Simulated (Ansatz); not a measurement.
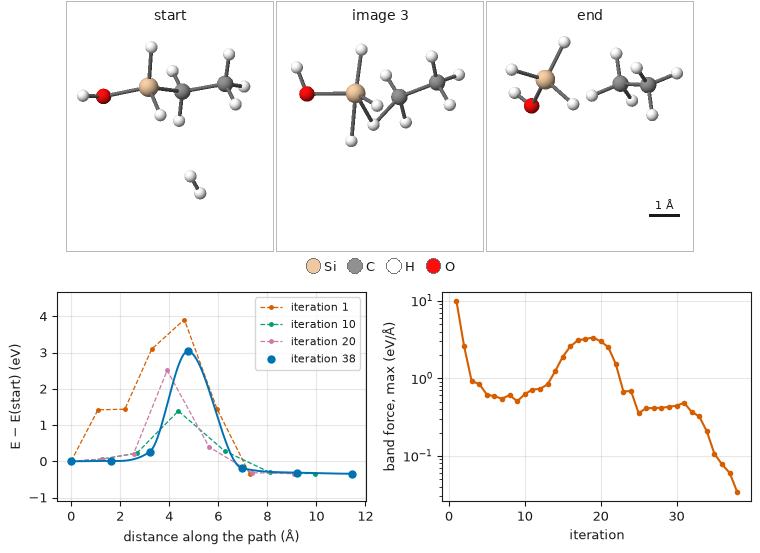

NEB run on C₂H₁₀OSi, made up of C₂H₈OSi and H₂. Images are numbered from 0 (start) to 6 (end). The plot follows the band through its iterations. The picture is a ball-and-stick view, seen at a tilt.

Level of theory: UKS B3LYP-D4/6-31G* in Ansatz. Run with 5 movable images; climbing image; force threshold 0.05 eV/Å; iteration limit 60; spring constant 0.1 eV/Å²; starting path through a guess of the saddle point.

Did the band converge, and can the barrier be trusted?

The run is converged, with reservations. The band converged in 38 iterations. The largest component of the band force went from 9.8 to 0.034 eV/Å. The climbing image converged on the top of the path. Its curvatures weren't checked. The spring constant is far from the usual few eV/Å², which spoils the spacing or the steps. The first iteration put the highest image at 3.91 eV. The energy climbs by 3.03 eV to image 3 and then falls by 3.38 eV, so the end point sits at −0.34 eV.

Limits of the set-up: the start holds two separate molecules, 2.6 Å apart at their closest, whose relative position is a soft coordinate.

The run took 3.8 min on 2 threads of AMD EPYC 9B45 (Zen 5), on a shared host, peak memory 0.24 GiB.
